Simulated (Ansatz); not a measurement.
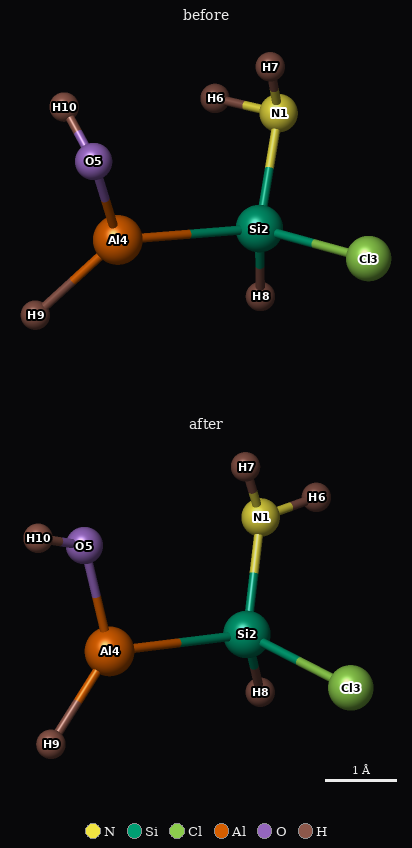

The structure of AlSiNH5OCl (coarse preliminary run) before (top) and after (bottom) a relaxation, at one scale.

The picture is a ball-and-stick view, seen from a free direction.

The start comes from a force field.

Method: RKS PBE-D4/def2-SVP in Ansatz 0.2.0.

Input file:
```yaml
crystal:
  periodic: [false, false, false]
  atoms:
    - {symbol: N, position_ang: [-0.301300, -1.722200, -0.903500]}
    - {symbol: Si, position_ang: [0.282300, -0.986800, 0.605700]}
    - {symbol: Cl, position_ang: [2.316400, -1.319900, 0.704500]}
    - {symbol: Al, position_ang: [-0.055300, 1.350000, 0.650800]}
    - {symbol: O, position_ang: [0.566200, 2.409900, -0.675300]}
    - {symbol: H, position_ang: [-1.368500, -1.433100, -0.950000]}
    - {symbol: H, position_ang: [0.129500, -1.152200, -1.694100]}
    - {symbol: H, position_ang: [-0.339800, -1.606400, 1.745100]}
    - {symbol: H, position_ang: [-1.019100, 1.985800, 1.860400]}
    - {symbol: H, position_ang: [-0.127300, 2.423800, -1.340700]}
basis:
  gaussian: {orbitals: def2-SVP}
hamiltonian: {xc: pbe, dispersion: d4}
relax: {f_tol: 0.03, max_steps: 200}
```

Launched with:
```bash
ansatz run in.yaml --threads 4 --pin off --events-out ev --progress --plain --max-ram 10444MiB
```

Describe what moved and what it gained.

Answer. The largest move after the best rigid fit is that of H6, 1.44 Å. By element the largest moves are H 1.44 Å, O 0.70 Å, Cl 0.40 Å, Si 0.26 Å, N 0.26 Å, Al 0.12 Å. Among the contacts that change: Si2–Cl3 2.064 → 2.148 Å, N1–H6 1.107 → 1.024 Å, Al4–O5 1.808 → 1.728 Å, Si2–Al4 2.361 → 2.432 Å. Bond angles that change, for instance: Al4–O5–H10 105.6° → 124.0°, Si2–N1–H6 104.1° → 120.3°, Al4–Si2–H8 110.4° → 122.4°. Groups turn about Al4–O5 by about 95°, Si2–Al4 by about 35°. Over 16 accepted moves (19 points after the start) the energy falls by 92.9 kJ/mol. Largest force component: 2.1 eV/Å at the start, 0.023 eV/Å at the end. The line search rejected the trial steps at points 6, 10, 14 of the run.
